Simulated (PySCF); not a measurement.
AgBCl₃, charge +1, SMILES `[Ag+].ClB(Cl)Cl`.

PySCF calculation, BHandHLYP/def2-SVP, gas phase; geometry: GFN2-xTB. Core potentials replace the inner electrons of Ag; spin–orbit coupling isn't included. This is a single-reference result, which may miss multireference character in this system. The pair's geometry is semi-empirical, so its contact may be too short or too long. GFN2-xTB bond lengths at metals and heavier atoms can be off by up to 0.1 Å and shapes distorted, which carries into these values. Without diffuse functions Rydberg states are missing, so the states' numbers hold for this basis only.

Input

```python
import numpy as np
from pyscf import gto, scf, dft, tdscf
from pyscf.scf import atom_ks, atom_hf
from scipy.linalg import block_diag

def solve(mol, dm0=None, hcore=None):
    mf = (dft.UKS if mol.spin else dft.RKS)(mol, xc='bhandhlyp')
    mf.grids.level = 3
    mf = mf.density_fit(auxbasis='def2-universal-jkfit')
    mf.conv_tol, mf.max_cycle = 1e-8, 80
    if hcore is not None:
        mf.get_hcore = lambda *args: hcore
    mf.kernel(dm0)
    if not mf.converged:
        mf = mf.newton().run(mf.mo_coeff, mf.mo_occ, max_cycle=30)
    assert mf.converged, 'SCF not converged'
    return mf

mol = gto.M(atom='''
Ag    -1.64513     0.00001     0.00000
Cl     3.14408     0.00003     0.00000
B      1.48850    -0.00005     0.00000
Cl     0.48322    -1.45232     0.00000
Cl     0.48319     1.45228     0.00000
''', basis='def2-svp', ecp={'Ag': 'def2-svp'}, charge=1, spin=0, verbose=4)
mf = solve(mol)
td = mf.TDA()
td.nstates, td.singlet, td.conv_tol = 5, True, 1e-5
td.kernel()
td.analyze()
x, y = np.array([p[0] for p in td.xy]), np.array([p[1] + 0 * p[0] for p in td.xy])
f, mu = td.oscillator_strength(), td.transition_dipole()
nto = [td.get_nto(state=i + 1, verbose=4) for i in range(len(td.e))]
# spherically averaged free atoms, for the promolecule
atom_ks.AtomSphAverageRKS.init_guess_by_vsap = lambda self, mol=None: self.init_guess_by_minao(mol)  # core potentials
atm = atom_ks.get_atm_nrks(mol, xc='bhandhlyp')
pro = block_diag(*[(atm[a[0]][2] * atm[a[0]][3]) @ atm[a[0]][2].T for a in mol._atom])
np.savez('result.npz', e=td.e, f=f, ok=td.converged, w=[n[0] for n in nto], nto=[n[1] for n in nto], x=x, y=y, c=mf.mo_coeff, occ=mf.mo_occ, eps=mf.mo_energy, pro=pro, mu=mu)
```

Command:

```sh
OMP_NUM_THREADS=1 python input.py
```

The run took 2.8 min on 1 thread of Arm Neoverse V2, on a shared host, peak memory 0.56 GiB.

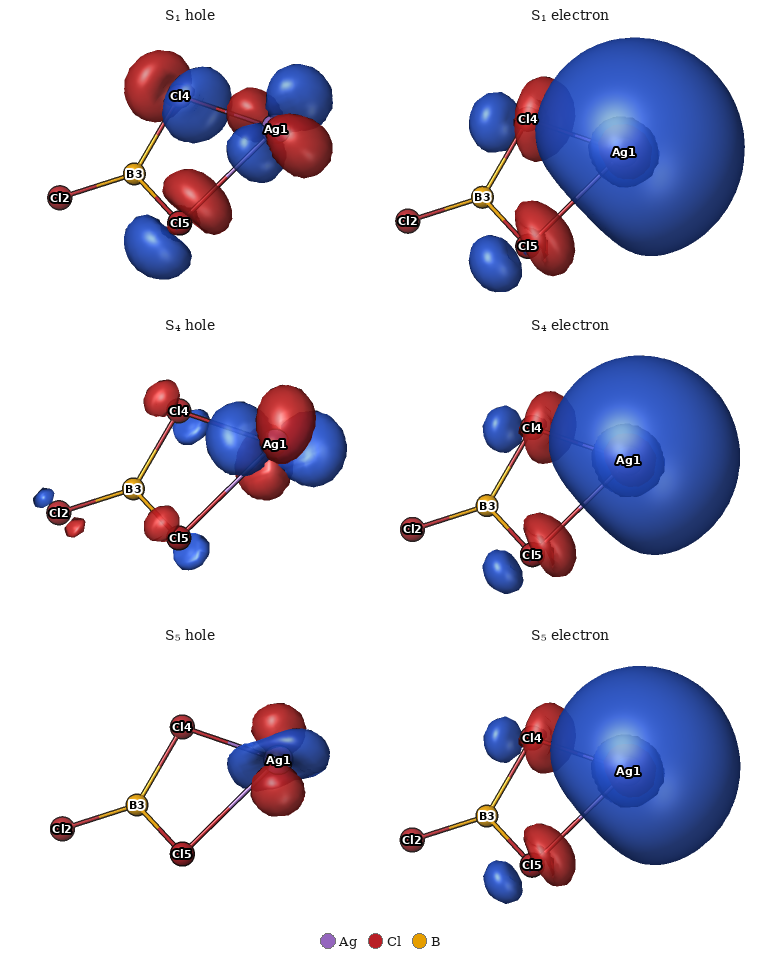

Leading natural transition orbitals (TDA singlet states).

Question: Give the energy and character of each state.

Answer: By state:
- S₁: 5.05 eV (245 nm), f = 0.000 (very weak), metal-centred; the leading pair carries 99 %; hole on Ag1 (59 %) and Cl4 and Cl5 (18 % each), electron on Ag1 (87 %) and Cl4 and Cl5 (5 % each); their centroids lie 1.2 Å apart.
- S₄: 6.02 eV (206 nm), f = 0.009, metal-centred; the leading pair carries 100 %; hole on Ag1 (84 %) and Cl4 and Cl5 (6 % each), electron on Ag1 (89 %) and Cl4 and Cl5 (5 % each); their centroids lie 0.7 Å apart; S₂ and S₃ lie within 0.1 eV of it.
- S₅: 6.17 eV (201 nm), f = 0.002 (very weak), metal-centred; the leading pair carries 100 %; hole on Ag1 (97 %), electron on Ag1 (89 %); their centroids lie 0.4 Å apart.
